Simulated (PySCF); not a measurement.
C$_{2}$H$_{7}$NSSi, charge −1, doublet, SMILES `C[C]([S-])[SiH2]N`.

Method: B3LYP/def2-SVPD; geometry: GFN2-xTB; program: PySCF. The highest occupied Kohn–Sham orbital has positive energy, a self-interaction fault of such functionals for anions. No frequency check shows the geometry to be a minimum. GFN2-xTB bond lengths at metals and heavier atoms can be off by up to 0.1 Å and shapes distorted, which carries into these values. GFN2-xTB doesn't know the spin state, so this open-shell geometry is rough.

Cartesian coordinates (Å):

```
C1       1.5911   -1.4714    0.1389
C2       0.6187   -0.3259    0.0828
S3       1.3000    1.2502   -0.0642
Si4     -1.1743   -0.6272   -0.1617
N5      -2.2374    0.7168    0.2181
H6       2.4530   -1.2168    0.7609
H7       1.9765   -1.7274   -0.8574
H8       1.1101   -2.3658    0.5453
H9      -1.6847   -0.9726   -1.5239
H10     -1.6507   -1.7286    0.7171
H11     -2.0459    1.5122   -0.3755
H12     -2.1150    1.0425    1.1676
```

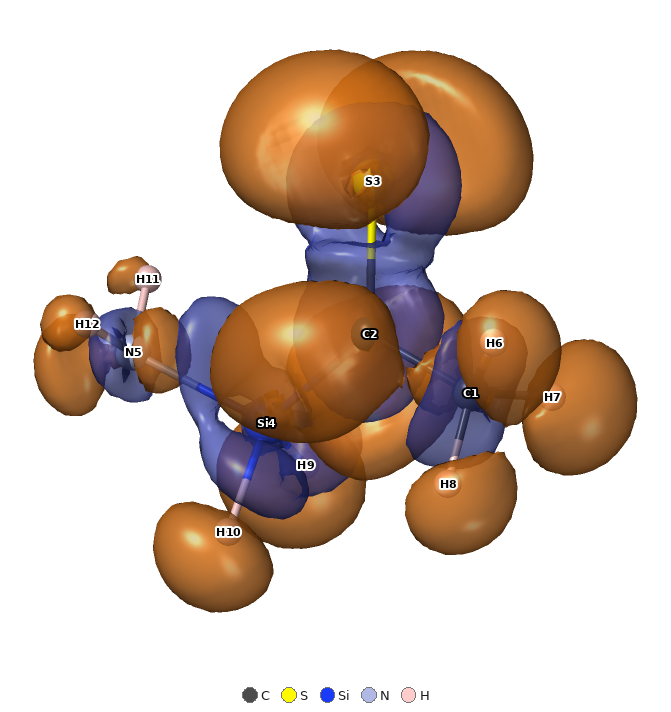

Fukui function f⁻ = ρ(N) − ρ(N−1) at fixed geometry, surfaces at ±0.01 e/Å³ (orange positive, blue negative).

**On which atoms does the density change most on removal of an electron?**

f⁻ (Hirshfeld-condensed) is largest on S3 (0.40); the vertical detachment energy is 1.40 eV (to the singlet neutral species, which needn't be its lowest state). Condensed values hint at sites of electrophilic attack but needn't mark the atom that reacts. Orbital relaxation makes it negative in places (0.24 e in all).

Cost of the run: 2.5 min on 1 thread of Intel(R) Xeon(R) Processor @ 2.50GHz (Skylake/Cascade Lake), on a shared host, peak memory 0.73 GiB.
